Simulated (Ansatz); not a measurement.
# C2H7Ga (SMILES [CH3][GaH][CH3]): HF/STO-3G

Aim: the vertical ionisation energy of C2H7Ga at HF/STO-3G, from 2 runs. 

The results are computed with Ansatz 0.2.0.

47 further runs of the same task are left out: 1 that didn't finish, 46 set aside as unsound or not needed.

### Step 1. The system as given

The species is C2H7Ga (10 atoms), meant as a singlet with charge 0. SMILES: `[CH3][GaH][CH3]`. The coordinates come from a PBE0-D4/def2-TZVP relaxation.

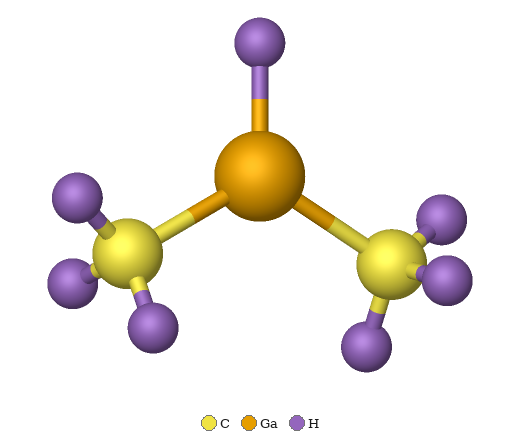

The structure, seen from a chosen angle (carbon yellow, gallium amber, hydrogen purple).

### Step 2. A single-point energy at HF/STO-3G

Contents of in.yaml:

```yaml
crystal:
  periodic: [false, false, false]
  atoms:
    - {symbol: C, position_ang: [-1.063400, 1.142800, -0.711800]}
    - {symbol: Ga, position_ang: [0.649000, 0.266100, -0.281300]}
    - {symbol: C, position_ang: [0.681500, -1.321500, 0.886900]}
    - {symbol: H, position_ang: [-1.533700, 0.614200, -1.548200]}
    - {symbol: H, position_ang: [-0.935400, 2.183800, -1.011500]}
    - {symbol: H, position_ang: [-1.759700, 1.095200, 0.128600]}
    - {symbol: H, position_ang: [1.997300, 0.836500, -0.872600]}
    - {symbol: H, position_ang: [0.687700, -0.994000, 1.932300]}
    - {symbol: H, position_ang: [1.569300, -1.935900, 0.730500]}
    - {symbol: H, position_ang: [-0.209600, -1.938300, 0.750100]}
basis:
  gaussian:
    orbitals: STO-3G
output: {orbitals: {seedname: orbitals}}
accuracy: high
hamiltonian:
  xc: hf
```

Command:

```console
$ ansatz run in.yaml --threads 1 --pin off --max-ram 3480MiB --events-out events.jsonl --progress --plain --runs-dir runs
```

Output:

```text
Warning: RAYON_NUM_THREADS=1 ignored (pool sized by the plan → 1); use --threads N
Functional definition: HF
  name "HF"
  exchange = exact_x
  correlation = 0
601 factors; integrals over basis functions are off by at most 3.8e-9 eV
mean field evaluation 1: about -53871.0859 eV, gradient 1.2e1 eV
mean field evaluation 2: about -53871.1913 eV, gradient 1.2e1 eV
mean field evaluation 4: about -53871.9635 eV, gradient 3.3e-1 eV
mean field evaluation 8: about -53871.9666 eV, gradient 9.9e-3 eV
mean field evaluation 16: about -53871.6029 eV, gradient 4.4e0 eV
mean field evaluation 32: about -53870.9871 eV, gradient 1.5e1 eV
mean field evaluation 64: about -53871.9520 eV, gradient 9.0e-1 eV
mean field -53871.96658150 eV, -1979.7582561397 hartree, gradient 5.6e-8 eV, S^2 0.000000; 0 other end points of the search recorded, 0 dependent functions left out
reference -53871.96658150 eV, -1979.7582561397 hartree; 25, 25 occupied and 10, 10 virtual orbitals, 601 factors
Total energy: -53871.96658150 eV, -1979.7582561397 hartree
```

It took 0.54 s on 1 thread of Arm Neoverse V1, shared host.

### Step 3. The doublet cation

Contents of run.yaml:

```yaml
crystal:
  periodic: [false, false, false]
  atoms:
    - symbol: C
      position_ang: [-1.063400, 1.142800, -0.711800]
    - symbol: Ga
      position_ang: [0.649000, 0.266100, -0.281300]
    - symbol: C
      position_ang: [0.681500, -1.321500, 0.886900]
    - symbol: H
      position_ang: [-1.533700, 0.614200, -1.548200]
    - symbol: H
      position_ang: [-0.935400, 2.183800, -1.011500]
    - symbol: H
      position_ang: [-1.759700, 1.095200, 0.128600]
    - symbol: H
      position_ang: [1.997300, 0.836500, -0.872600]
    - symbol: H
      position_ang: [0.687700, -0.994000, 1.932300]
    - symbol: H
      position_ang: [1.569300, -1.935900, 0.730500]
    - symbol: H
      position_ang: [-0.209600, -1.938300, 0.750100]
basis:
  gaussian:
    orbitals: STO-3G
total_charge: 1
magnetization:
  spin_polarized: true
  initial_magnetization: 1
hamiltonian:
  xc: hf
accuracy: high
output: {orbitals: {seedname: orbitals}}
```

Command:

```console
$ ansatz run run.yaml --threads 1 --pin off --max-ram 3480MiB --events-out events.jsonl --progress --plain --runs-dir runs
```

Output:

```text
Warning: RAYON_NUM_THREADS=1 ignored (pool sized by the plan → 1); use --threads N
[... 4 set-up lines as earlier in the session ...]
599 factors; integrals over basis functions are off by at most 3.8e-9 eV
mean field evaluation 1: about -53865.4635 eV, gradient 2.4e1 eV
mean field evaluation 2: about -53865.5532 eV, gradient 2.4e1 eV
mean field evaluation 4: about -53869.5926 eV, gradient 3.0e0 eV
mean field evaluation 8: about -53869.8104 eV, gradient 3.1e-2 eV
mean field evaluation 16: about -53869.8109 eV, gradient 1.9e-8 eV
mean field evaluation 32: about -53869.7802 eV, gradient 6.9e-3 eV
mean field evaluation 64: about -53869.6807 eV, gradient 3.0e-1 eV
mean field evaluation 96: about -53869.5523 eV, gradient 3.0e0 eV
mean field evaluation 128: about -53869.8109 eV, gradient 6.4e-4 eV
mean field -53869.81093253 eV, -1979.6790375012 hartree, gradient 1.9e-8 eV, S^2 0.750687; 3 other end points of the search recorded, 0 dependent functions left out
reference -53869.81093253 eV, -1979.6790375012 hartree; 25, 24 occupied and 10, 11 virtual orbitals, 599 factors
Total energy: -53869.81093253 eV, -1979.6790375012 hartree
```

Wall time 1.4 s (1 thread of Arm Neoverse V1, shared host); peak memory 0.096 GiB.

### Step 4. Summary of results

Level: HF/STO-3G.

| quantity | value |
| --- | --- |
| singlet C2H7Ga: total energy | -1979.75826 Eh |
| singlet C2H7Ga: HOMO energy | -6.78 eV |
| singlet C2H7Ga: LUMO energy | 5.20 eV |
| singlet C2H7Ga: HOMO–LUMO gap | 11.98 eV |
| doublet cation: total energy | -1979.67904 Eh |
| doublet cation: HOMO energy (highest over α and β) | -17.25 eV |
| doublet cation: LUMO energy (lowest over α and β) | -4.37 eV |
| doublet cation: ⟨S²⟩ | 0.751 |
| vertical ionisation energy (to the doublet cation), in doubt | 2.156 eV |

The vertical ionisation energy comes to 2.16 eV (50 kcal/mol). The negative HOMO energy of the first species, 6.78 eV, lies 4.63 eV above that difference. This value lies far from the orbital energy or is too small for a neutral ground state: the hole may sit in another orbital, or the first species is not in its lowest state. In a minimal basis such a difference can be off by several eV, whatever the method.
